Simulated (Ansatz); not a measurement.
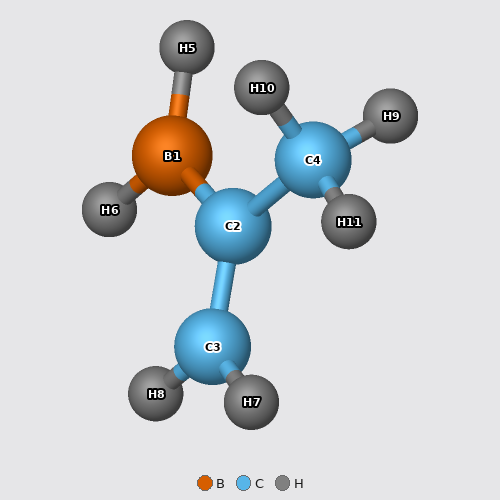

The system is C₃H₇B, SMILES BC(=C)C; the picture shows the reference structure. 
- Coordinates scanned: (1) dihedral H5–B1–C2–C4; (2) dihedral C4–C2–C3–H7.
- Nothing is relaxed (all other coordinates rigid).
- Grid: 12 × 12 points.
- All energies are given in kJ/mol relative to the lowest grid point.
- Energies and slopes of some neighbouring points disagree (a jump in structure or state, or too coarse a mesh). The dihedral twists a double bond; near 90° a spin-restricted reference is unreliable.
- The calculation used RHF/def2-TZVP (Ansatz).

Its coordinates:

```xyz
11

B    -0.5446    1.3861    0.5040
C     0.0131   -0.0223    0.1535
C     0.3338   -0.8317    1.1580
C     0.1821   -0.4513   -1.2853
H    -0.8534    2.1609   -0.3489
H    -0.6698    1.7062    1.6443
H     0.7260   -1.8235    1.0010
H     0.2132   -0.5254    2.1808
H    -0.7676   -0.4202   -1.8102
H     0.8529    0.2208   -1.8112
H     0.5797   -1.4565   -1.3655
```

Range: dihedral H5–B1–C2–C4 from −180 to 150°; dihedral C4–C2–C3–H7 from −180 to 150°.

### Predict the map.

The lowest grid point is at dihedral H5–B1–C2–C4 = 0°, dihedral C4–C2–C3–H7 = 0°. Other grid points that lie below all their neighbours: dihedral H5–B1–C2–C4 = −180°, dihedral C4–C2–C3–H7 = 0° (0.25 kJ/mol higher); dihedral H5–B1–C2–C4 = 0°, dihedral C4–C2–C3–H7 = −180° (0.26 kJ/mol higher); dihedral H5–B1–C2–C4 = −180°, dihedral C4–C2–C3–H7 = −180° (0.5 kJ/mol higher). The highest grid point, dihedral H5–B1–C2–C4 = −90°, dihedral C4–C2–C3–H7 = −90°, lies 435 kJ/mol above the lowest.

| dihedral C4–C2–C3–H7 ↓, dihedral H5–B1–C2–C4 → | −180 | −150 | −120 | −90 | −60 | −30 | 0 | 30 | 60 | 90 | 120 | 150 |
| --- | --- | --- | --- | --- | --- | --- | --- | --- | --- | --- | --- | --- |
| 150 | 49 | 42 | 55 | 76 | 85 | 70 | 49 | 42 | 55 | 77 | 85 | 70 |
| 120 | 188 | 171 | 184 | 218 | 244 | 225 | 188 | 171 | 185 | 220 | 245 | 226 |
| 90 | 384 | 374 | 394 | 435 | 396 | 375 | 385 | 375 | 396 | 435 | 394 | 374 |
| 60 | 188 | 226 | 245 | 219 | 185 | 171 | 188 | 225 | 244 | 218 | 183 | 170 |
| 30 | 49 | 70 | 85 | 77 | 55 | 42 | 49 | 70 | 85 | 76 | 55 | 42 |
| 0 | 0 | 7 | 21 | 29 | 21 | 7 | 0 | 7 | 21 | 29 | 21 | 7 |
| −30 | 49 | 42 | 55 | 76 | 85 | 70 | 49 | 42 | 55 | 77 | 85 | 70 |
| −60 | 188 | 170 | 183 | 218 | 244 | 225 | 188 | 171 | 185 | 220 | 245 | 226 |
| −90 | 384 | 374 | 394 | 435 | 396 | 375 | 385 | 375 | 396 | 435 | 394 | 374 |
| −120 | 188 | 226 | 245 | 219 | 185 | 171 | 188 | 225 | 244 | 218 | 183 | 170 |
| −150 | 49 | 70 | 85 | 77 | 55 | 42 | 49 | 70 | 85 | 76 | 55 | 42 |
| −180 | 1 | 7 | 21 | 29 | 21 | 7 | 0 | 7 | 21 | 29 | 21 | 7 |

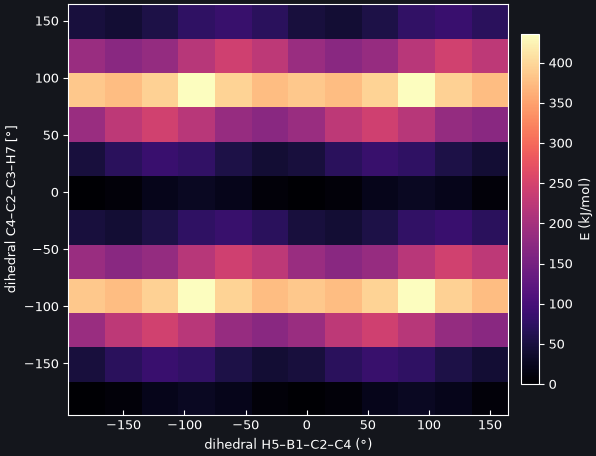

The picture shows one coloured cell a grid point.

Each point was launched as `ansatz run input.yaml --threads 1 --pin off --max-ram 2560MiB --backend cpu --events-out ev --progress --plain --runs-dir out`. The whole map (144 points run) took 12 min on 1 thread of Arm Neoverse V1, on a shared host.
